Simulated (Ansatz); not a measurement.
# CrO2Cl2 (CrCl2O2): single points with varied inputs

Aim: run CrO2Cl2 (CrCl2O2) under a spread of inputs, and see what each costs and gives.

Method: the settings change from run to run; program: Ansatz 0.2.0, Gaussian basis.

### 1 The molecule

The structure was relaxed beforehand with r2SCAN-D4/def2-SVP.

5 atoms, charge 0, spin multiplicity 1.

Atoms are counted from 1 here; the program's logs count them from 0.

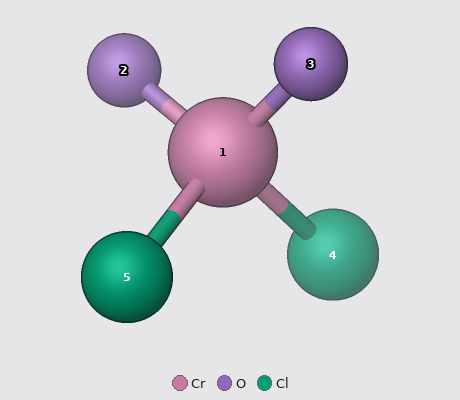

The structure; chromium pink, oxygen purple, chlorine teal; atoms are numbered from 1 in the order of the file.

### 2 PBE/cc-pVDZ

Options: coordinates scaled by 0.96, D3(BJ) with three-body dispersion, the search for lower states set to light.

in.yaml reads:

```yaml
crystal:
  periodic: [false, false, false]
  atoms:
    - {symbol: Cr, position_ang: [0.093959, -0.000433, 0.065648]}
    - {symbol: O, position_ang: [0.110563, -0.013885, 1.548585]}
    - {symbol: O, position_ang: [1.492212, 0.006422, -0.428720]}
    - {symbol: Cl, position_ang: [-0.851222, 1.683829, -0.577496]}
    - {symbol: Cl, position_ang: [-0.845513, -1.675933, -0.608016]}
basis:
  gaussian: {orbitals: cc-pVDZ}
hamiltonian: {xc: {name: PBE}, dispersion: d3bjatm}
scf: {lower_state_search: light}
output: {forces: true}
```

Started as:

```console
$ ansatz run in.yaml --threads 4 --pin off --events-out ev --progress --plain --max-ram 3916MiB
```

Output:

```text
Functional definition: PBE
  name "PBE"
  cite "Perdew, Burke & Ernzerhof, Phys. Rev. Lett. 77, 3865 (1996) doi:10.1103/PhysRevLett.77.3865"
  parent pbe
  parameter kappa = 0.804
  parameter beta = 0.06672455060314922
  exchange = pbe_x(kappa = kappa, mu = beta*pi^2/3)
  correlation = pbe_c(beta = beta)
1287 factors; their error is unknown
mean field evaluation 1: about -57533.7457 eV, gradient 7.7e1 eV
mean field evaluation 2: about -57309.7297 eV, gradient 3.1e2 eV
mean field evaluation 4: about -57522.5581 eV, gradient 1.2e2 eV
mean field evaluation 8: about -57545.6248 eV, gradient 1.7e-1 eV
mean field -57545.62491732 eV, -2114.7627098860 hartree, gradient 1.4e-5 eV, S^2 0.000000; 0 other end points of the search recorded, 0 dependent functions left out
the calculation of the forces begins
reference -57545.62499014 eV, -2114.7627125621 hartree; 37, 37 occupied and 70, 70 virtual orbitals, 1287 factors
Total energy: -57545.79514157 eV, -2114.7689655117 hartree
Atom 0 at     0.093959    -0.000433     0.065648 Å, force    -3.405456     0.015857    -2.379406 eV/Å
Atom 1 at     0.110563    -0.013885     1.548585 Å, force     0.079991    -0.052378     5.781234 eV/Å
Atom 2 at     1.492212     0.006422    -0.428720 Å, force     5.456336     0.026648    -1.912979 eV/Å
Atom 3 at    -0.851222     1.683829    -0.577496 Å, force    -1.068588     1.876250    -0.727407 eV/Å
Atom 4 at    -0.845513    -1.675933    -0.608016 Å, force    -1.062283    -1.866377    -0.761442 eV/Å
Dipole moment:    -0.092787     0.000433    -0.064831 e Å
```

It took 2.6 s on 4 threads of Arm Neoverse N1, shared host.

Largest force 5.782 eV/Å, dipole 0.54 D.

### 3 B3LYP/pcseg-2

Set apart from the defaults: unrestricted orbitals, the search for lower states set to off.

in.yaml reads:

```yaml
crystal:
  periodic: [false, false, false]
  atoms:
    - {symbol: Cr, position_ang: [0.097874, -0.000451, 0.068383]}
    - {symbol: O, position_ang: [0.115170, -0.014464, 1.613109]}
    - {symbol: O, position_ang: [1.554388, 0.006690, -0.446583]}
    - {symbol: Cl, position_ang: [-0.886690, 1.753988, -0.601559]}
    - {symbol: Cl, position_ang: [-0.880742, -1.745764, -0.633350]}
basis:
  gaussian: {orbitals: pcseg-2}
magnetization: {spin_polarized: true, initial_magnetization: 0}
hamiltonian: {xc: {name: B3LYP}}
scf: {lower_state_search: off}
```

Launched as before.

Output, cut to the lines that bear on the results:

```text
Functional definition: B3LYP
  name "B3LYP"
  cite "Stephens, Devlin, Chabalowski & Frisch, J. Phys. Chem. 98, 11623 (1994) doi:10.1021/j100096a001"
  cite "Becke, Phys. Rev. A 38, 3098 (1988) doi:10.1103/PhysRevA.38.3098"
  cite "Lee, Yang & Parr, Phys. Rev. B 37, 785 (1988) doi:10.1103/PhysRevB.37.785"
  cite "Vosko, Wilk & Nusair, Can. J. Phys. 58, 1200 (1980) doi:10.1139/p80-159"
[...]
1378 factors; their error is unknown
[...]
mean field -57568.46408061 eV, -2115.6020336561 hartree, gradient 8.1e-7 eV, S^2 0.000000; 0 other end points of the search recorded, 0 dependent functions left out
reference -57568.46430394 eV, -2115.6020418633 hartree; 37, 37 occupied and 147, 147 virtual orbitals, 1378 factors
Total energy: -57568.46430394 eV, -2115.6020418633 hartree
Checks for a lower state left out: stability, starts, cluster_reference, orbital_swaps, neighbouring_geometries, increment
```

Wall time 6 s (4 threads of Arm Neoverse N1, shared host); peak memory 0.62 GiB.

⟨S²⟩ 0.000.

### 4 CAM-B3LYP/6-31G

Set apart from the defaults: atoms shaken by 0.03 Å, D3(BJ) with three-body dispersion.

in.yaml reads:

```yaml
crystal:
  periodic: [false, false, false]
  atoms:
    - {symbol: Cr, position_ang: [0.084502, 0.032961, 0.035826]}
    - {symbol: O, position_ang: [0.150320, -0.025951, 1.566131]}
    - {symbol: O, position_ang: [1.581494, 0.017282, -0.485111]}
    - {symbol: Cl, position_ang: [-0.845133, 1.772242, -0.577727]}
    - {symbol: Cl, position_ang: [-0.854558, -1.736340, -0.624887]}
basis:
  gaussian: {orbitals: 6-31G}
hamiltonian: {xc: {name: CAM-B3LYP}, dispersion: d3bjatm}
scf: {omitted_lower_state_checks: [starts]}
output: {forces: true}
```

The command is unchanged.

Output, cut to the lines that bear on the results:

```text
Functional definition: CAM-B3LYP
  name "CAM-B3LYP"
  cite "Yanai, Tew & Handy, Chem. Phys. Lett. 393, 51 (2004) doi:10.1016/j.cplett.2004.06.011"
  cite "Iikura, Tsuneda, Yanai & Hirao, J. Chem. Phys. 115, 3540 (2001) doi:10.1063/1.1383587"
  cite "Becke, Phys. Rev. A 38, 3098 (1988) doi:10.1103/PhysRevA.38.3098"
  cite "Lee, Yang & Parr, Phys. Rev. B 37, 785 (1988) doi:10.1103/PhysRevB.37.785"
  cite "Vosko, Wilk & Nusair, Can. J. Phys. 58, 1200 (1980) doi:10.1139/p80-159"
[...]
  # Exact exchange under (alpha + beta erf(omega r))/r, Becke's under what is left of 1/r.
[...]
716 factors; integrals over basis functions are off by at most 3.4e-4 eV
235 factors; integrals over basis functions are off by at most 3.3e-5 eV
[...]
mean field -57557.56417022 eV, -2115.2014693372 hartree, gradient 2.7e-5 eV, S^2 0.000000; 0 other end points of the search recorded, 0 dependent functions left out
[...]
reference -57557.56431590 eV, -2115.2014746911 hartree; 37, 37 occupied and 36, 36 virtual orbitals, 716 factors
Total energy: -57557.72107403 eV, -2115.2072354459 hartree
Atom 0 at     0.084502     0.032961     0.035826 Å, force     2.626637    -0.926283    -0.956080 eV/Å
Atom 1 at     0.150320    -0.025951     1.566131 Å, force    -0.148318     0.086666     1.290079 eV/Å
Atom 2 at     1.581494     0.017282    -0.485111 Å, force    -1.471414     0.085842     0.319438 eV/Å
Atom 3 at    -0.845133     1.772242    -0.577727 Å, force    -0.677282     1.130656    -0.408118 eV/Å
Atom 4 at    -0.854558    -1.736340    -0.624887 Å, force    -0.329623    -0.376882    -0.245319 eV/Å
Dipole moment:    -0.105061     0.059944    -0.017618 e Å
Checks for a lower state left out: starts
```

Wall time 3.2 s (4 threads of Arm Neoverse N1, shared host).

Largest force 2.945 eV/Å, dipole 0.59 D.

### 5 PBE0/def2-TZVP

Set apart from the defaults: charge -1, multiplicity 2, the search for lower states set to full.

in.yaml reads:

```yaml
crystal:
  periodic: [false, false, false]
  atoms:
    - {symbol: Cr, position_ang: [0.097874, -0.000451, 0.068383]}
    - {symbol: O, position_ang: [0.115170, -0.014464, 1.613109]}
    - {symbol: O, position_ang: [1.554388, 0.006690, -0.446583]}
    - {symbol: Cl, position_ang: [-0.886690, 1.753988, -0.601559]}
    - {symbol: Cl, position_ang: [-0.880742, -1.745764, -0.633350]}
basis:
  gaussian: {orbitals: def2-TZVP}
total_charge: -1
magnetization: {spin_polarized: true, initial_magnetization: 1}
hamiltonian: {xc: {name: PBE0}}
scf: {lower_state_search: full}
```

Launched as before.

Output, cut to the lines that bear on the results:

```text
Functional definition: PBE0
  name "PBE0"
  cite "Adamo & Barone, J. Chem. Phys. 110, 6158 (1999) doi:10.1063/1.478522"
  cite "Perdew, Burke & Ernzerhof, Phys. Rev. Lett. 77, 3865 (1996) doi:10.1103/PhysRevLett.77.3865"
  parent pbe
[...]
1327 factors; their error is unknown
[...]
mean field -57550.68706254 eV, -2114.9487402916 hartree, gradient 3.7e-5 eV, S^2 0.769728; 10 other end points of the search recorded, 0 dependent functions left out
reference -57550.68710048 eV, -2114.9487416858 hartree; 38, 37 occupied and 143, 144 virtual orbitals, 1327 factors
Total energy: -57550.68710048 eV, -2114.9487416858 hartree
```

Wall time 59 s (4 threads of Arm Neoverse N1, shared host); peak memory 1.1 GiB.

⟨S²⟩ 0.770.

### 6 The runs in one table

```
          level  charge  multiplicity  geometry  functions  energy (eV)   time
    PBE/cc-pVDZ       0             1    scaled        107   -57545.795  2.6 s
  B3LYP/pcseg-2       0             1   relaxed        184   -57568.464    6 s
CAM-B3LYP/6-31G       0             1    shaken         73   -57557.721  3.2 s
 PBE0/def2-TZVP      -1             2   relaxed        181   -57550.687   59 s
```

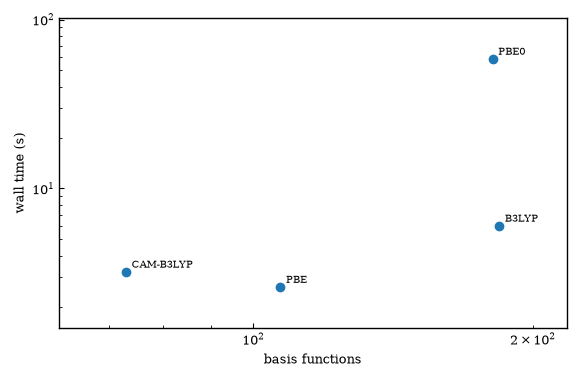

Wall time against the number of basis functions (shared host).

### 7 What came out

| quantity | value |
| --- | --- |
| runs | 4 |
| quickest | PBE/cc-pVDZ, 2.6 s |
| slowest | PBE0/def2-TZVP, 59 s |

What this shows: The runs differ in state or geometry as well as level, so their energies can't be set against each other. PBE0/def2-TZVP took 22 times as long as PBE/cc-pVDZ. The jobs differ in tasks and options as well as level.
